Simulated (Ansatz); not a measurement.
The parent structure is BN in the zinc blende structure (space group F-43m, No. 216; a = 3.606 Å).

Perturbation: a fraction x = 0.5 of the B sites is given to Al, ordered in a cell of 4 atoms (starting symmetry R3m) and fully relaxed.

The values are results of PBEsol (Ansatz, a quantum-chemistry and plane-wave program; PAW; 420 eV plane waves; no SOC), not measurements.

The zone is the changed cell's own and can be folded.

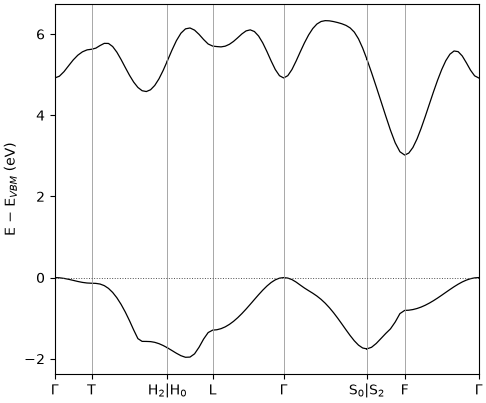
Figure. Highest valence and lowest conduction band along the path of the changed cell's own zone

Problem. From the figure, how large is the changed gap, and is it direct?

Solution. About 3.0 eV, indirect, Γ → F.

These are small ordered cells, not random alloys; other orderings at the same x differ. No phonon test of stability was made. Labels are those of the standard path for the cell's own space group.
